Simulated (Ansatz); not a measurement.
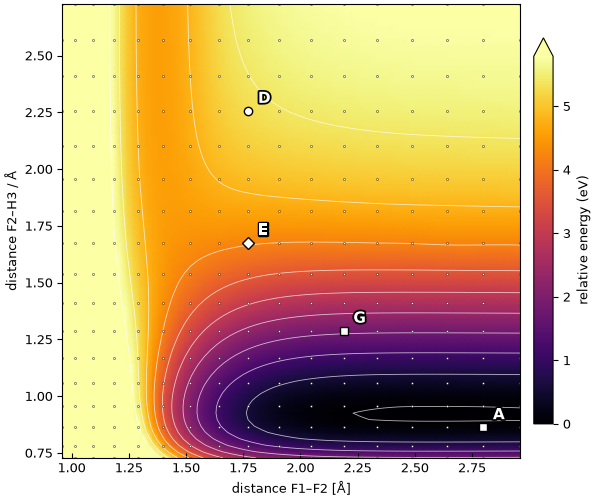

The system F + FH, spin multiplicity 2. 
- First axis: distance F1–F2. Second axis: distance F2–H3.
- Nothing is relaxed (the angle F1–F2–H3 is fixed at 180 degrees).
- The scan uses a 17 × 17 grid.
- Points are written as (first, second).
- Energies are in eV, from the lowest grid point.
- In part of the range the unrestricted reference is strongly spin-contaminated.
- Level of theory: UKS PBE0-D4/def2-SVPD in Ansatz.

Drawn: a smooth colour map with a few white contour lines, dots at the grid points, one colour for all values above the top of the scale, lettered points. Between grid points the surface is interpolated.

Is A the lowest point of the computed grid?

Answer. No. A lies 0.09 eV above the lowest grid point, which is at (2.641 Å, 0.955 Å).

Rank the lettered points by energy, lowest first.

Answer. A (0.09 eV), G (1.9 eV), E (4.2 eV), D (5.3 eV).

What kind of point is each of D, E, G: minimum, saddle, maximum or slope?

Answer. D: on a slope; E: on a slope; G: on a slope. (In these two coordinates alone; a stationary point may lie a little off the grid point.)
